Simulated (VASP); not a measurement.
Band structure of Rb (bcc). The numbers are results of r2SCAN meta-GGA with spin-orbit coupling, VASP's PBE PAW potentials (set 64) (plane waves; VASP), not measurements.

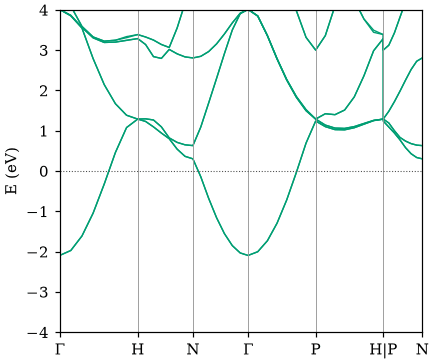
Figure: Bands along high-symmetry lines, zero at the valence-band maximum or, without a gap, the Fermi level

Problem. Read the plot: is there a gap, and where are the band edges?

Solution. It has no gap at this level: it comes out as a metal or semimetal.

The compound is Rb in the bcc structure. It was relaxed first, which changed the volume by +5 %.
